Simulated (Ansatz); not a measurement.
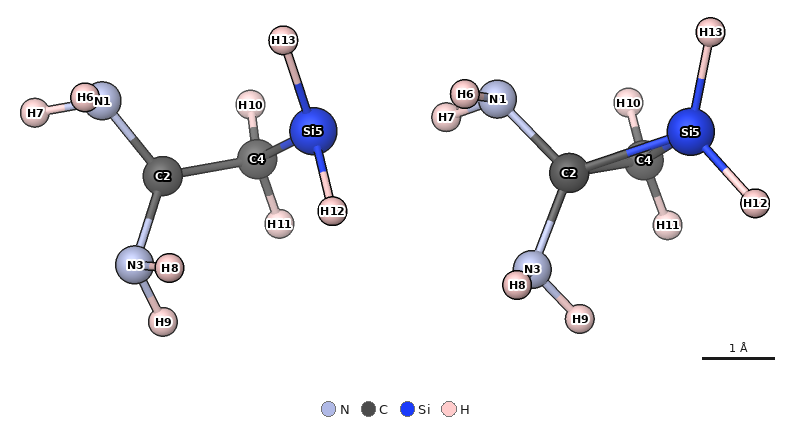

Two geometries of C2H8N2Si, drawn at one scale. One is the start of a relaxation, the other its converged end. The picture is a ball-and-stick view, seen face on.

These are results of RKS BHLYP-D4/6-31G* (Ansatz), not measurements. (no spin polarisation; force threshold 0.015 eV/Å; at most 40 steps)

Which of the two is the end point?

Answer. The right one is the relaxed one. The run prepares an end point of a later path (inversion) calculation, from a guessed geometry. After 11 accepted moves (13 points after the start) the energy has fallen by 50.3 kcal/mol. The largest force component goes from 4.1 to 0.0067 eV/Å. The line search rejected the trial steps at points 8, 12 of the run. The atom that moves furthest after the best rigid fit is H8 (0.71 Å). Largest moves by element: H 0.71 Å, C 0.43 Å, Si 0.33 Å, N 0.14 Å. Among the contacts that change: C2–Si5 2.314 → 1.879 Å, N1–Si5 3.003 → 2.795 Å, C4–Si5 1.712 → 1.862 Å, Si5–H13 1.525 → 1.468 Å. New bonds form: C2–Si5 (2.31 → 1.88 Å). Bond angles that change, for instance: C2–C4–Si5 91.4° → 66.4°, N3–C2–C4 125.4° → 114.5°, N1–C2–C4 121.5° → 112.3°. The run took 38 s on 2 threads of Arm Neoverse V2 (shared host), peak memory 0.21 GiB.
